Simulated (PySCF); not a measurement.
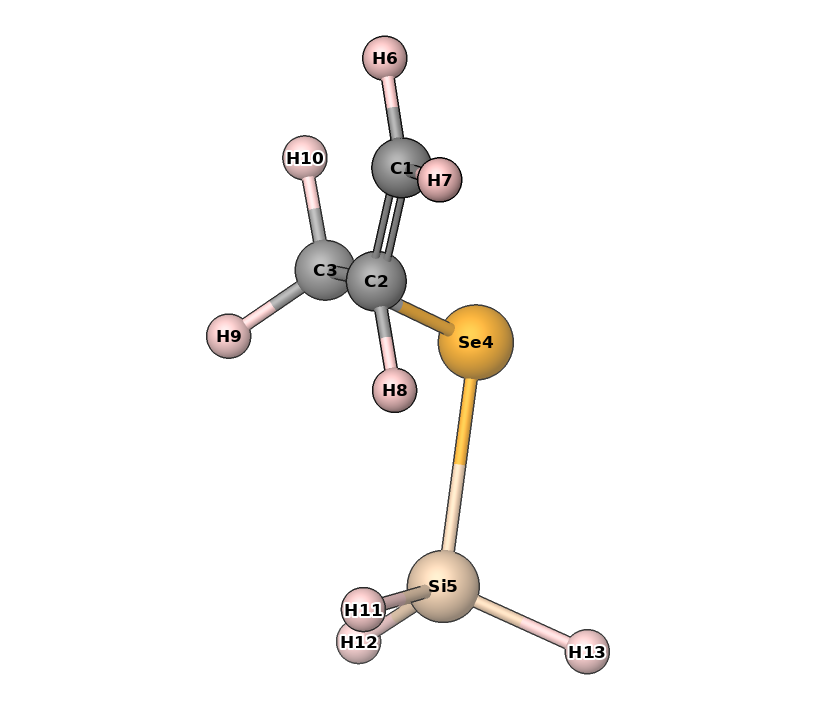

C3 lies behind C2. The molecule seen a little off the C2–C3 bond, C2 in front. Atoms fade into the background with distance from the viewer. The geometry was computed by an optimisation with GFN2-xTB. No frequency run is at hand to confirm it as a minimum.

What is the torsion angle C1–C2–C3–Se4? The sign is positive where the front bond must turn clockwise to cover the back bond.

114°, anticlinal.
